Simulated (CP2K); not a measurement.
# C2HClF4 (1,1,1,2-tetrafluorochloroethane): PM3

What is the vertical electron affinity of C2HClF4 (1,1,1,2-tetrafluorochloroethane) at PM3? 

The results are computed with CP2K 2026.2.

5 further runs of the same task are left out: 1 that didn't finish, 4 set aside as unsound or not needed.

## Step 1: The molecule

C2HClF4 has 8 atoms, charge 0, and is taken as a singlet. SMILES: `FC(Cl)C(F)(F)F`. The coordinates come from a GFN2-xTB relaxation.

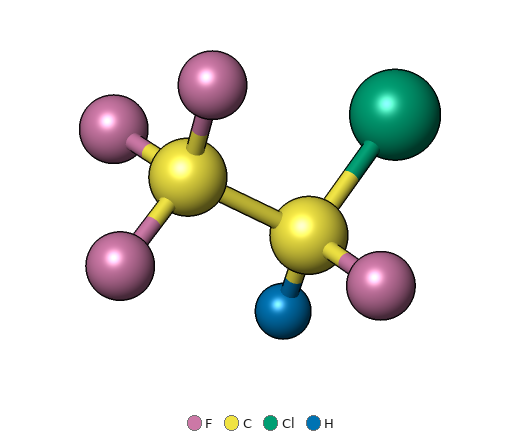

The structure, seen from a chosen angle (fluorine pink, carbon yellow, chlorine teal, hydrogen blue).

## Step 2: A single-point energy at PM3

The input, molecule.xyz:

```xyz
8

F     -1.003260    -1.028440     1.043270
C     -0.035700    -0.765540     0.140610
Cl     1.554140    -1.176970     0.817380
C     -0.062960     0.734550    -0.212650
F      0.867250     1.012270    -1.128180
F      0.149790     1.516600     0.837040
F     -1.244310     1.072050    -0.738090
H     -0.224950    -1.364510    -0.759370
```

The input, qs.inp:

```
&FORCE_EVAL
  METHOD Quickstep
  &DFT
    # Quickstep
    &QS
      METHOD PM3
      EPS_DEFAULT 1.0E-10
      &SE
        &COULOMB
          CUTOFF [angstrom] 50
          RC_RANGE [angstrom] 0
        &END
        &EXCHANGE
          CUTOFF [angstrom] 50
          RC_RANGE [angstrom] 0
        &END
      &END
    &END
    # isolated system
    &POISSON
      PERIODIC NONE
      POISSON_SOLVER ANALYTIC
    &END
    &SCF
      SCF_GUESS ATOMIC
      EPS_SCF 1.0E-07
      MAX_SCF 80
      &DIAGONALIZATION
        ALGORITHM STANDARD
      &END
      &MIXING
        METHOD DIRECT_P_MIXING
        ALPHA 0.4
      &END
    &END
    &PRINT
      &MOMENTS
        PERIODIC F
        REFERENCE COM
        MAX_MOMENT 1
      &END
      &MO ON
        ENERGIES T
        OCCUPATION_NUMBERS T
        NDIGITS 6
        &EACH
          QS_SCF 0
        &END
        ADD_LAST NUMERIC
      &END
      &HIRSHFELD OFF
      &END
    &END
  &END
  # structure
  &SUBSYS
    # box in angstrom
    &CELL
      ABC 12.8 12.9 12.2
      PERIODIC NONE
    &END
    &TOPOLOGY
      COORD_FILE_NAME molecule.xyz
      COORD_FILE_FORMAT XYZ
      &CENTER_COORDINATES
      &END
    &END
  &END
&END
&GLOBAL
  PROJECT_NAME qs
  RUN_TYPE ENERGY
  PRINT_LEVEL MEDIUM
&END
```

Command:

```sh
OMP_NUM_THREADS=1 cp2k.psmp qs.inp > qs.out
```

Log:

```text
CP2K| version string:                                       CP2K version 2026.2
[...]
 GLOBAL| Method name                                                        CP2K
[...]
 GLOBAL| Run type                                                         ENERGY
[...]
                             - Atoms:                                          8
[...]
                             - Spherical basis functions:                     29
[...]
 Number of electrons:                                                         44
[...]
     1 P_Mix/Diag. 0.40E+00    0.0     0.66257911       -79.6709339076 -7.97E+01
[...]
    20 DIIS/Diag.  0.36E-07    0.0     0.00000009       -85.6835789596 -5.68E-14
  *** SCF run converged in    20 steps ***
  Core-core repulsion energy [eV]:                           4519.82459563444991
  Core Hamiltonian energy [eV]:                             -3927.45670855680783
  Two-electron integral energy [eV]:                        -5847.87328870323199
  Electronic energy [eV]:                                   -6851.39335290842428
  Total energy [eV]:                                        -2331.56875727397346
  Atomic reference energy [eV]:                              2322.41083449177177
  Heat of formation [kcal/mol]:                              -211.18673309209044
[...]
 SE_DIPOLE| Moment [Debye]         -0.36605301       1.27637323       0.77875590
 SE_DIPOLE| Derivative [a.u.]       0.00000000       0.00000000       0.00000000
 ENERGY| Total FORCE_EVAL ( QS ) energy [hartree]            -85.683578959627468
[...]
```

Wall time 0.22 s (1 thread of Arm Neoverse V2, shared host).

## Step 3: The doublet anion

molecule.xyz is that of step 2.

The input, job.inp:

```
&GLOBAL
  PROJECT_NAME job
  RUN_TYPE ENERGY
  PRINT_LEVEL MEDIUM
&END GLOBAL

&FORCE_EVAL
  METHOD QUICKSTEP
  &DFT
    CHARGE -1
    MULTIPLICITY 2
    SPIN_POLARIZED T
    ! Quickstep
    &QS
      METHOD PM3
      EPS_DEFAULT 1.0E-10
      &SE
        &COULOMB
          CUTOFF [angstrom] 50
          RC_RANGE [angstrom] 0
        &END COULOMB
        &EXCHANGE
          CUTOFF [angstrom] 50
          RC_RANGE [angstrom] 0
        &END EXCHANGE
      &END SE
    &END QS
    &POISSON
      PERIODIC NONE
      POISSON_SOLVER ANALYTIC
    &END POISSON
    &SCF
      SCF_GUESS ATOMIC
      EPS_SCF 1.0E-07
      MAX_SCF 80
      &DIAGONALIZATION
        ALGORITHM STANDARD
      &END DIAGONALIZATION
      &MIXING
        METHOD DIRECT_P_MIXING
        ALPHA 0.4
      &END MIXING
    &END SCF
    &PRINT
      &MOMENTS
        PERIODIC F
        REFERENCE COM
        MAX_MOMENT 1
      &END MOMENTS
      &MO ON
        ENERGIES T
        OCCUPATION_NUMBERS T
        NDIGITS 6
        &EACH
          QS_SCF 0
        &END EACH
        ADD_LAST NUMERIC
      &END MO
      &HIRSHFELD OFF
      &END HIRSHFELD
    &END PRINT
  &END DFT
  &SUBSYS
    &CELL
      ABC 12.8 12.9 12.2
      PERIODIC NONE
    &END CELL
    &TOPOLOGY
      COORD_FILE_NAME molecule.xyz
      COORD_FILE_FORMAT XYZ
      &CENTER_COORDINATES
      &END CENTER_COORDINATES
    &END TOPOLOGY
  &END SUBSYS
&END FORCE_EVAL
```

Command:

```sh
OMP_NUM_THREADS=1 cp2k.psmp -i job.inp -o job.out
```

Log:

```text
CP2K| version string:                                       CP2K version 2026.2
[...]
 GLOBAL| Method name                                                        CP2K
[...]
 GLOBAL| Run type                                                         ENERGY
[...]
                             - Atoms:                                          8
[...]
                             - Spherical basis functions:                     29
[...]
 Number of electrons:                                                         23
[...]
     1 P_Mix/Diag. 0.40E+00    0.0     0.37463569       -80.0960176105 -8.01E+01
[...]
    32 DIIS/Diag.  0.67E-07    0.0     0.00000007       -85.7105952744 -1.99E-13
  *** SCF run converged in    32 steps ***
  Core-core repulsion energy [eV]:                           4519.82459563444991
  Core Hamiltonian energy [eV]:                             -3983.22907029733733
  Two-electron integral energy [eV]:                        -5737.79886784727296
  Electronic energy [eV]:                                   -6852.12850422097381
  Total energy [eV]:                                        -2332.30390858652390
  Atomic reference energy [eV]:                              2322.41083449177177
  Heat of formation [kcal/mol]:                              -228.13972644202119
[...]
 SE_DIPOLE| Moment [Debye]          2.29744494      -2.36970448       2.00107320
 SE_DIPOLE| Derivative [a.u.]       0.00000000       0.00000000       0.00000000
 ENERGY| Total FORCE_EVAL ( QS ) energy [hartree]            -85.710595274432535
[...]
```

It took 0.26 s on 1 thread of Arm Neoverse V2, shared host.

## Step 4: Outcome

Level: PM3.

```
                                         quantity            value
                    singlet C2HClF4: total energy     -85.68358 Eh
                   singlet C2HClF4: dipole moment           1.54 D
                     singlet C2HClF4: HOMO energy        -11.42 eV
               singlet C2HClF4: heat of formation  -211.2 kcal/mol
                      doublet anion: total energy     -85.71060 Eh
doublet anion: HOMO energy (highest over α and β)         -1.12 eV
                 doublet anion: heat of formation  -228.1 kcal/mol
vertical electron affinity (to the doublet anion)         0.735 eV
```

At fixed nuclei the extra electron is bound by 0.74 eV (17.0 kcal/mol). A minimal valence basis can't be trusted even for the sign of an electron affinity.
